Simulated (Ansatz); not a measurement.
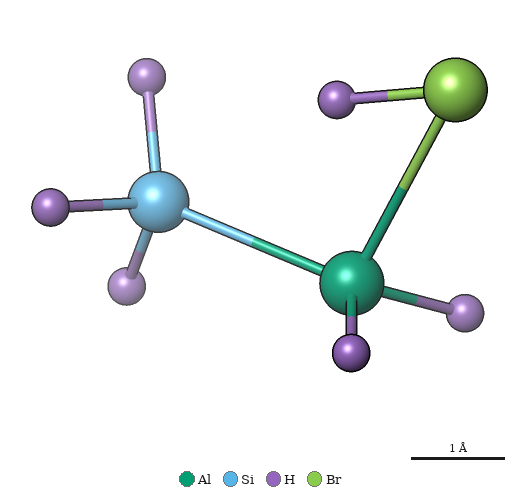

AlSiH$_{6}$Br, before the constrained relaxation. Style: ball-and-stick. Shown at a tilt.

The reaction that was planned forms Al1–Br6, Si2–H5 and breaks Al1–Si2, H5–Br6 (atoms numbered from 1 in input order).

Theory: RKS PBE0-D4/def2-SVP in Ansatz 0.2.0.

The input:
```yaml
crystal:
  periodic: [false, false, false]
  atoms:
    - {symbol: Al, position_ang: [-1.019600, -0.061800, -0.636000]}
    - {symbol: Si, position_ang: [1.359700, -0.271200, -0.017700]}
    - {symbol: H, position_ang: [-1.966200, -1.307600, -0.608300]}
    - {symbol: H, position_ang: [-1.501500, 1.106200, -1.560800]}
    - {symbol: H, position_ang: [-0.689700, 0.635700, 1.227400]}
    - {symbol: Br, position_ang: [-2.093500, 0.992300, 1.464800]}
    - {symbol: H, position_ang: [1.877600, -1.401800, -0.819200]}
    - {symbol: H, position_ang: [1.829700, -0.571200, 1.358200]}
    - {symbol: H, position_ang: [2.203500, 0.879500, -0.408400]}
basis:
  gaussian: {orbitals: def2-SVP}
hamiltonian: {xc: pbe0, dispersion: d4}
relax: {f_tol: 0.04, max_steps: 150, escape_saddle: false, constraints: [{distance: [0, 5]}, {distance: [1, 4]}, {distance: [0, 1]}, {distance: [4, 5]}]}
```

Launched with:
```bash
ansatz run in.yaml --threads 4 --pin off --events-out ev --progress --plain --max-ram 9574MiB
```

What does the optimiser find from here?

Answer. Over 9 geometry steps the energy falls by 0.433 eV. Largest force component: 0.51 eV/Å at the start, 0.012 eV/Å at the end. The atom that moves furthest after the best rigid fit is H5 (0.75 Å). By element the largest moves are H 0.75 Å, Br 0.53 Å, Al 0.25 Å, Si 0.21 Å. Near-neighbour distances that change, for instance: Si2–H8 1.485 → 1.535 Å, Al1–H3 1.565 → 1.593 Å, Al1–H4 1.566 → 1.592 Å, Si2–H7 1.479 → 1.498 Å. Among the angles between lasting bonds that change: Al1–Br6–H5 51.1° → 84.2°, Al1–Si2–H8 123.7° → 103.5°, Si2–Al1–Br6 103.4° → 87.1°.

The structure at the end:

```xyz
9

Al   -1.1307   -0.0716   -0.8557
Si    1.2362   -0.2645   -0.1868
H    -2.0204   -1.3888   -0.7460
H    -1.5757    1.1384   -1.7897
H    -0.2351    0.4431    1.7898
Br   -1.5676    0.9684    1.4692
H     2.0613   -1.4443   -0.6016
H     1.1699   -0.3468    1.3441
H     2.0622    0.9662   -0.4233
```

The end point in the same view:

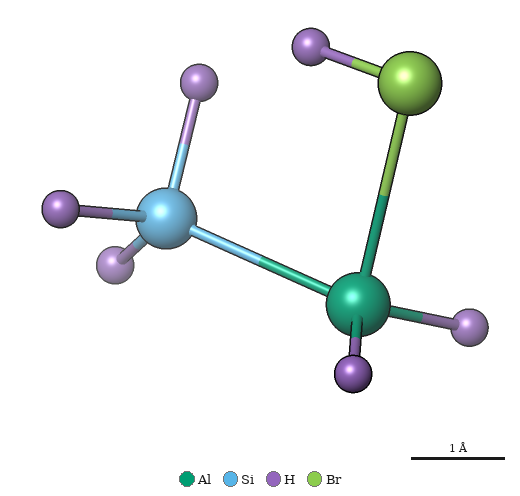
